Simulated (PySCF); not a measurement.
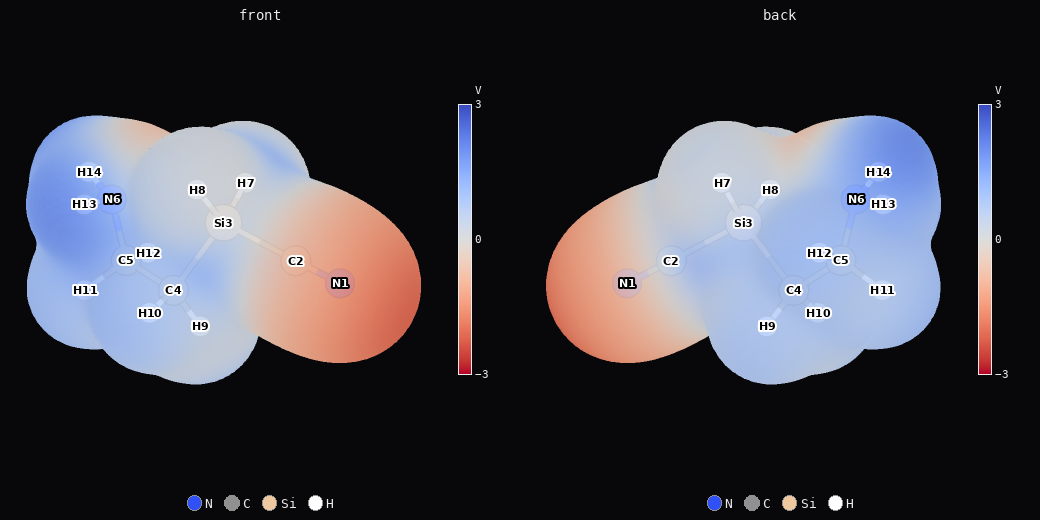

*C₃H₈N₂Si (SMILES N#C[SiH2]CCN). The electrostatic potential painted on the density surface at 0.002 e/bohr³, seen from the front and from behind; red is negative and blue positive.*

Geometry: GFN2-xTB.

Theory: PBE0/pcSseg-1, SCF density, gas phase, non-relativistic in PySCF 2.14.0.

Input

```
{"job": {"kind": "nmr", "xc": "PBE0", "basis": "pcSseg-1"}, "charge": 0, "multiplicity": 1}
N     -3.831809     1.005129     0.363373
C     -2.773081     0.584847     0.491691
Si    -1.045135    -0.111890     0.723001
C     -0.036100     0.609002    -0.724853
C      1.198030    -0.274364    -0.818178
N      1.534685    -0.648172     0.549971
H     -1.203898    -1.561062     0.628465
H     -0.631374     0.377579     2.037316
H     -0.583043     0.619886    -1.666031
H      0.252659     1.639453    -0.514058
H      2.024058     0.217845    -1.354192
H      0.948190    -1.191770    -1.356241
H      1.942132     0.142871     1.036809
H      2.204008    -1.409827     0.580760
```

Command:

```sh
OMP_NUM_THREADS=1 python probes_run.py task.json out
```

Q: Which sites attract a positive test charge, and which a negative one?

A: A positive charge is drawn to the negative regions and a negative charge to the positive ones. The most negative region (about −2.1 V) lies over N1, the most positive (about +1.9 V) over H13 and H14. N1 is the likeliest acceptor of a hydrogen bond.

Q: What dipole moment does the calculation give?

A: Its dipole moment is 6.47 D.
